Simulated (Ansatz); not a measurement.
# H₃O₂ (doublet): correlated methods under varied settings at distance O1–H3 along a hydrogen transfer = 0.892 Å

What do other methods and options give for H₃O₂ (doublet) at this geometry, and how long do they take?

The runs use Ansatz 0.2.0, Gaussian basis; the settings change from run to run.

17 further runs of the same task are left out: 2 for a mislabelled method, 13 that didn't finish, 2 set aside as unsound or not needed.

## Step 1: The system

The geometry derives from fragments relaxed apart (PBE0/def2-TZVP) and kept rigid, so it is no stationary point. A hydrogen atom is moved between rigid fragments.

5 atoms, charge 0, spin multiplicity 2.

Atoms are counted from 1 here; the program's logs count them from 0.

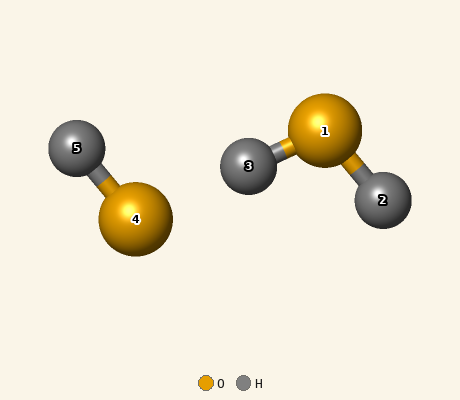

The structure; oxygen amber, hydrogen grey; atoms are numbered from 1 in the order of the file.

## Step 2: CCSD(T)/def2-SVP

Input file in.yaml:

```yaml
crystal:
  periodic: [false, false, false]
  atoms:
    - {symbol: O, position_ang: [-1.099915, 0.000385, 0.000000]}
    - {symbol: H, position_ang: [-1.349224, 0.926961, 0.000000]}
    - {symbol: H, position_ang: [-0.207915, 0.000385, 0.000000]}
    - {symbol: O, position_ang: [1.112085, 0.000385, 0.000000]}
    - {symbol: H, position_ang: [1.363944, -0.939565, 0.000000]}
basis:
  gaussian: {orbitals: def2-SVP}
magnetization: {spin_polarized: false, initial_magnetization: 1}
hamiltonian: {xc: {name: B3LYP}}
correlation: {method: ccsd_t, electrons: outside_noble_gas}
accuracy: high
```

Command:

```
> ansatz run in.yaml --threads 1 --pin off --events-out ev --progress --plain --max-ram 2393MiB
```

What it wrote, cut to the lines that bear on the results:

```text
Functional definition: B3LYP
  name "B3LYP"
  cite "Stephens, Devlin, Chabalowski & Frisch, J. Phys. Chem. 98, 11623 (1994) doi:10.1021/j100096a001"
  cite "Becke, Phys. Rev. A 38, 3098 (1988) doi:10.1103/PhysRevA.38.3098"
  cite "Lee, Yang & Parr, Phys. Rev. B 37, 785 (1988) doi:10.1103/PhysRevB.37.785"
  cite "Vosko, Wilk & Nusair, Can. J. Phys. 58, 1200 (1980) doi:10.1139/p80-159"
[...]
841 factors; integrals over basis functions are off by at most 3.6e-9 eV
[...]
mean field -4136.26254477 eV, -152.0048448609 hartree, gradient 1.0e-8 eV, S^2 0.750000; 5 other end points of the search recorded, 0 dependent functions left out
[...]
2 core orbitals not correlated: weight in the atoms' cores, before any rotation towards them, 1.000 or more for the frozen orbitals, at most 0.000 for the correlated occupied ones
reference -4114.95153662 eV, -151.2216797564 hartree; 8, 7 occupied and 33, 34 virtual orbitals, 841 factors
second order -10.35613039 eV of doubles, -0.45505903 eV of singles
cycle   1  -10.73292350 eV  change    7.9e-2 eV  update   6.7e-2
[...]
cycle  23  -11.05224273 eV  change  -6.9e-10 eV  update  9.4e-10
perturbative correction -0.18586471 eV, -0.0068304021 hartree
Total energy: -4126.18964406 eV, -151.6346725875 hartree
```

Run time: 16 s. Hardware: 1 thread of Arm Neoverse V1, shared host.

From the report: correlation -11.2381 eV; T1 0.022; largest double amplitude 0.03. The orbitals are Kohn-Sham ones, so correlation energy and T1 don't compare with those on Hartree-Fock orbitals.

## Step 3: CASCI(3,6)/6-31G

Changes to in.yaml since step 2:

```diff
@@ -9,6 +9,7 @@
 basis:
-  gaussian: {orbitals: def2-SVP}
+  gaussian: {orbitals: 6-31G}
 magnetization: {spin_polarized: false, initial_magnetization: 1}
-hamiltonian: {xc: {name: B3LYP}}
-correlation: {method: ccsd_t, electrons: outside_noble_gas}
+correlation: {active_space: {window: {electrons: 3, orbitals: 6}, fixed_orbitals: true, states: [{multiplicity: 2, weights: [1, 1, 1]}, {multiplicity: 4, weights: [1]}]}}
 accuracy: high
+scf: {lower_state_search: off}
+output: {forces: true}
```

Same command.

What it wrote, cut to the lines that bear on the results:

```text
Functional definition: HF
  name "HF"
  cite "Fock, Z. Phys. 61, 126 (1930) doi:10.1007/BF01340294"
  parent pbe
[...]
459 factors; integrals over basis functions are off by at most 3.3e-9 eV
[...]
mean field -4117.27241965 eV, -151.3069706347 hartree, gradient 2.6e-8 eV, S^2 0.750000; 0 other end points of the search recorded, 0 dependent functions left out
reference -4117.27241965 eV, -151.3069706347 hartree; 10, 9 occupied and 14, 15 virtual orbitals, 459 factors
state -4117.27763772 eV, -151.3071623950 hartree
state -4110.49120176 eV, -151.0577654738 hartree
state -4106.91273161 eV, -150.9262591214 hartree
state -4107.37296598 eV, -150.9431724223 hartree
[...]
Total energy: -4110.51363427 eV, -151.0585898531 hartree
Atom 0 at    -1.099915     0.000385     0.000000 Å, force    -7.688990    -4.514927     0.000000 eV/Å
Atom 1 at    -1.349224     0.926961     0.000000 Å, force    -1.656154     5.045575     0.000000 eV/Å
Atom 2 at    -0.207915     0.000385     0.000000 Å, force     5.704816    -0.458098    -0.000000 eV/Å
Atom 3 at     1.112085     0.000385     0.000000 Å, force     3.435651    -0.469887     0.000000 eV/Å
Atom 4 at     1.363944    -0.939565     0.000000 Å, force     0.204677     0.397338     0.000000 eV/Å
Dipole moment:     0.201157    -0.389508     0.000000 e Å
Checks for a lower state left out: starts, cluster_reference, orbital_swaps, neighbouring_geometries, increment
```

It took 0.3 s on 1 thread of Arm Neoverse V1, shared host.

From the report: 55 determinants; active occupations (of the averaged states) 1.25, 1.23, 0.50, 0.01, 0.00, 0.00.

## Step 4: CCSD(T) on ROHF/6-31++G**

Input file in.yaml:

```yaml
crystal:
  periodic: [false, false, false]
  atoms:
    - {symbol: O, position_ang: [-1.099915, 0.000385, 0.000000]}
    - {symbol: H, position_ang: [-1.349224, 0.926961, 0.000000]}
    - {symbol: H, position_ang: [-0.207915, 0.000385, 0.000000]}
    - {symbol: O, position_ang: [1.112085, 0.000385, 0.000000]}
    - {symbol: H, position_ang: [1.363944, -0.939565, 0.000000]}
basis:
  gaussian: {orbitals: "6-31++G**"}
magnetization: {spin_polarized: false, initial_magnetization: 1}
correlation: {method: ccsd_t, electrons: valence, diis_vectors: 12}
```

Same command.

What it wrote, cut to the lines that bear on the results:

```text
Functional definition: HF
  name "HF"
  cite "Fock, Z. Phys. 61, 126 (1930) doi:10.1007/BF01340294"
  parent pbe
[...]
504 factors; integrals over basis functions are off by at most 1.6e-3 eV
[...]
mean field -4119.22843708 eV, -151.3788529495 hartree, gradient 1.8e-6 eV, S^2 0.750000; 5 other end points of the search recorded, 0 dependent functions left out
[...]
determinant -4119.22843708 eV, -151.3788529495 hartree, with singles and doubles -4129.53146327 eV, -151.7574821784 hartree
determinant -4119.20720186 eV, -151.3780725695 hartree, with singles and doubles -4129.63235873 eV, -151.7611900179 hartree
determinant -4119.22843708 eV, -151.3788529495 hartree, with singles and doubles -4129.57106590 eV, -151.7589375481 hartree
determinant -4119.20720186 eV, -151.3780725695 hartree, with singles and doubles -4129.67248475 eV, -151.7626646221 hartree
[...]
2 core orbitals not correlated: weight in the atoms' cores, before any rotation towards them, 1.000 or more for the frozen orbitals, at most 0.000 for the correlated occupied ones
reference -4119.20720186 eV, -151.3780725695 hartree; 8, 7 occupied and 46, 47 virtual orbitals, 504 factors
second order -9.76938515 eV of doubles, -0.08828016 eV of singles
cycle   1  -10.46528491 eV  change   -2.0e-6 eV  update   4.4e-6
perturbative correction -0.19115768 eV, -0.0070249150 hartree
Total energy: -4129.86364445 eV, -151.7696896113 hartree
```

Wall time 10 s (1 thread of Arm Neoverse V1, shared host).

From the report: correlation -10.6564 eV; T1 0.024; largest double amplitude 0.03.

## Step 5: BCCD on UHF/6-31G*

Changes to in.yaml since step 4:

```diff
@@ -9,4 +9,6 @@
 basis:
-  gaussian: {orbitals: "6-31++G**"}
-magnetization: {spin_polarized: false, initial_magnetization: 1}
-correlation: {method: ccsd_t, electrons: valence, diis_vectors: 12}
+  gaussian: {orbitals: "6-31G*", point_charges: [{charge: -0.50, position_ang: [5.929, -0.371, 0.648]}]}
+magnetization: {spin_polarized: true, initial_magnetization: 1}
+hamiltonian: {pseudopotentials: {relativity: none}}
+correlation: {method: bccd, electrons: valence, diis_vectors: 2}
+output: {forces: true}
```

The command is unchanged.

What it wrote, cut to the lines that bear on the results:

```text
Functional definition: HF
  name "HF"
  cite "Fock, Z. Phys. 61, 126 (1930) doi:10.1007/BF01340294"
  parent pbe
[...]
346 factors; integrals over basis functions are off by at most 6.8e-4 eV
[...]
mean field -4118.60753533 eV, -151.3560352311 hartree, gradient 3.0e-6 eV, S^2 0.758289; 6 other end points of the search recorded, 0 dependent functions left out
2 core orbitals not correlated: weight in the atoms' cores, before any rotation towards them, 1.000 or more for the frozen orbitals, at most 0.000 for the correlated occupied ones
reference -4118.60753533 eV, -151.3560352311 hartree; 8, 7 occupied and 26, 27 virtual orbitals, 346 factors
second order -8.99189787 eV of doubles, -0.00000000 eV of singles
cycle   1  -9.36800056 eV  change   -3.8e-1 eV  update   5.5e-2
[...]
cycle  15  -9.59916349 eV  change    1.0e-9 eV  update   4.6e-8
[...]
Total energy: -4128.20669882 eV, -151.7087979828 hartree
Atom 0 at    -1.099915     0.000385     0.000000 Å, force    -7.269334    -0.690568    -0.024308 eV/Å
Atom 1 at    -1.349224     0.926961     0.000000 Å, force    -0.011590     0.433520     0.002311 eV/Å
Atom 2 at    -0.207915     0.000385     0.000000 Å, force     3.878201     0.349268     0.030876 eV/Å
Atom 3 at     1.112085     0.000385     0.000000 Å, force     3.205843     0.437423    -0.019187 eV/Å
Atom 4 at     1.363944    -0.939565     0.000000 Å, force     0.227750    -0.512242     0.016863 eV/Å
Dipole moment:     0.389551    -0.017622     0.002085 e Å
```

It took 8 s on 1 thread of Arm Neoverse V1, shared host.

From the report: ⟨S²⟩ of the determinant 0.758 (pure doublet: 0.75); correlation -9.5992 eV; largest double amplitude 0.03.

## Step 6: CCSD/cc-pVDZ

Changes to in.yaml since step 5:

```diff
@@ -9,6 +9,6 @@
 basis:
-  gaussian: {orbitals: "6-31G*", point_charges: [{charge: -0.50, position_ang: [5.929, -0.371, 0.648]}]}
+  gaussian: {orbitals: cc-pVDZ}
 magnetization: {spin_polarized: true, initial_magnetization: 1}
-hamiltonian: {pseudopotentials: {relativity: none}}
-correlation: {method: bccd, electrons: valence, diis_vectors: 2}
+hamiltonian: {xc: {name: r2SCAN}}
+correlation: {method: ccsd, electrons: outside_noble_gas}
 output: {forces: true}
```

Launched as before.

What it wrote, cut to the lines that bear on the results:

```text
Functional definition: r2SCAN
  name "r2SCAN"
  cite "Furness, Kaplan, Ning, Perdew & Sun, J. Phys. Chem. Lett. 11, 8208 (2020) doi:10.1021/acs.jpclett.0c02405"
  cite "Furness, Kaplan, Ning, Perdew & Sun, J. Phys. Chem. Lett. 11, 9248 (2020) doi:10.1021/acs.jpclett.0c03077"
  parent r2scan
[...]
386 factors; integrals over basis functions are off by at most 1.5e-3 eV
[...]
mean field -4137.78533891 eV, -152.0608065134 hartree, gradient 7.9e-7 eV, S^2 0.753742; 6 other end points of the search recorded, 0 dependent functions left out
2 core orbitals not correlated: weight in the atoms' cores, before any rotation towards them, 1.000 or more for the frozen orbitals, at most 0.000 for the correlated occupied ones
reference -4118.73337143 eV, -151.3606596224 hartree; 8, 7 occupied and 33, 34 virtual orbitals, 386 factors
second order -10.34054894 eV of doubles, -0.33942976 eV of singles
cycle   1  -10.62641112 eV  change    5.5e-2 eV  update   6.5e-2
[...]
cycle  18  -10.94949783 eV  change   -3.1e-8 eV  update   2.5e-8
[...]
Total energy: -4129.68286926 eV, -151.7630462457 hartree
Atom 0 at    -1.099915     0.000385     0.000000 Å, force    -7.100420    -0.637251    -0.000000 eV/Å
Atom 1 at    -1.349224     0.926961     0.000000 Å, force     0.171676     0.228681    -0.000000 eV/Å
Atom 2 at    -0.207915     0.000385     0.000000 Å, force     3.857396     0.440932     0.000000 eV/Å
Atom 3 at     1.112085     0.000385     0.000000 Å, force     3.103745     0.266180    -0.000000 eV/Å
Atom 4 at     1.363944    -0.939565     0.000000 Å, force    -0.032397    -0.298543    -0.000000 eV/Å
Dipole moment:     0.339099    -0.015670    -0.000000 e Å
```

Wall time 16 s (1 thread of Arm Neoverse V1, shared host).

From the report: ⟨S²⟩ of the determinant 0.754 (pure doublet: 0.75); correlation -10.9495 eV; T1 0.024; largest double amplitude 0.03. The orbitals are Kohn-Sham ones, so correlation energy and T1 don't compare with those on Hartree-Fock orbitals.

## Step 7: NEVPT2(7,7)/6-31G

Input file in.yaml:

```yaml
crystal:
  periodic: [false, false, false]
  atoms:
    - {symbol: O, position_ang: [-1.099915, 0.000385, 0.000000]}
    - {symbol: H, position_ang: [-1.349224, 0.926961, 0.000000]}
    - {symbol: H, position_ang: [-0.207915, 0.000385, 0.000000]}
    - {symbol: O, position_ang: [1.112085, 0.000385, 0.000000]}
    - {symbol: H, position_ang: [1.363944, -0.939565, 0.000000]}
basis:
  gaussian: {orbitals: 6-31G}
magnetization: {spin_polarized: false, initial_magnetization: 1}
correlation: {method: sc_nevpt2, electrons: valence, active_space: {window: {electrons: 7, orbitals: 7}, states: [{multiplicity: 2, weights: [1, 1, 1, 0.5]}, {multiplicity: 4, weights: [1]}], root: 0}}
scf: {lower_state_search: light}
```

Same command.

What it wrote, cut to the lines that bear on the results:

```text
Functional definition: HF
  name "HF"
  cite "Fock, Z. Phys. 61, 126 (1930) doi:10.1007/BF01340294"
  parent pbe
[...]
434 factors; integrals over basis functions are off by at most 5.4e-8 eV
[...]
mean field -4117.27241959 eV, -151.3069706324 hartree, gradient 1.8e-6 eV, S^2 0.750000; 7 other end points of the search recorded, 0 dependent functions left out
reference -4117.27241959 eV, -151.3069706324 hartree; 10, 9 occupied and 14, 15 virtual orbitals, 434 factors
state -4118.19848964 eV, -151.3410030789 hartree
state -4117.99955423 eV, -151.3336923377 hartree
state -4114.52838676 eV, -151.2061292861 hartree
state -4113.45014321 eV, -151.1665045663 hartree
state -4118.19848964 eV, -151.3410030789 hartree; corrected -4123.29389399 eV, -151.5282557350 hartree
state -4117.99955423 eV, -151.3336923377 hartree; corrected -4123.10432777 eV, -151.5212893052 hartree
[...]
state -4117.72017196 eV, -151.3234252285 hartree; corrected -4122.92686617 eV, -151.5147677114 hartree
state -4113.82205282 eV, -151.1801719925 hartree; corrected -4120.02545508 eV, -151.4081428205 hartree
state -4111.64657055 eV, -151.1002244937 hartree; corrected -4118.25759679 eV, -151.3431752269 hartree
state -4109.60995337 eV, -151.0253801927 hartree
state -4109.60995337 eV, -151.0253801927 hartree; corrected -4114.67067526 eV, -151.2113582919 hartree
state -4118.19848964 eV, -151.3410030789 hartree; corrected -4123.29389399 eV, -151.5282557350 hartree
state -4117.99955423 eV, -151.3336923377 hartree; corrected -4123.10432777 eV, -151.5212893052 hartree
state -4114.52838676 eV, -151.2061292861 hartree; corrected -4120.20989909 eV, -151.4149210131 hartree
state -4113.45014321 eV, -151.1665045663 hartree; corrected -4118.58198167 eV, -151.3550961512 hartree
state -4109.17933370 eV, -151.0095552117 hartree; corrected -4114.50672058 eV, -151.2053330685 hartree
[...]
Total energy: -4123.29389399 eV, -151.5282557350 hartree
```

Wall time 63 s (1 thread of Arm Neoverse V1, shared host).

From the report: 608 determinants; active occupations (of the averaged states) 1.87, 1.78, 1.54, 1.53, 0.25, 0.02, 0.01.

## Step 8: The runs in one table

Where basis and cores are those of an earlier UCCSDT(Q)/cc-pVDZ run (-4129.9293 eV), and the state is the same kind, the miss against it is given.

| level | correlated | functions | energy (eV) | from UCCSDT(Q) (meV) | time |
| --- | --- | --- | --- | --- | --- |
| CCSD(T)/def2-SVP (on B3LYP orbitals) | outside noble gas | 43 | -4126.1896 |  | 16 s |
| CASCI(3,6)/6-31G (mean of several states) |  | 24 | -4110.5136 |  | 0.3 s |
| CCSD(T) on ROHF/6-31++G** | valence | 56 | -4129.8636 |  | 10 s |
| BCCD on UHF/6-31G* (beside a point charge) | valence | 36 | -4128.2067 |  | 8 s |
| CCSD/cc-pVDZ (on r2SCAN orbitals) | outside noble gas | 43 | -4129.6829 | 246.4 | 16 s |
| NEVPT2(7,7)/6-31G (lowest root of an average) | valence | 24 | -4123.2939 |  | 63 s |

## Step 9: Results

| quantity | value |
| --- | --- |
| runs | 6 |
| quickest | CASCI(3,6)/6-31G (mean of several states), 0.3 s |
| slowest | NEVPT2(7,7)/6-31G (lowest root of an average), 63 s |

What this shows: Total energies in different bases, with other cores or another treatment of relativity can't be set against each other. NEVPT2(7,7)/6-31G (lowest root of an average) took 208 times as long as CASCI(3,6)/6-31G (mean of several states); the jobs differ in more than the method. Cores frozen from Kohn-Sham orbitals shift the total energy.
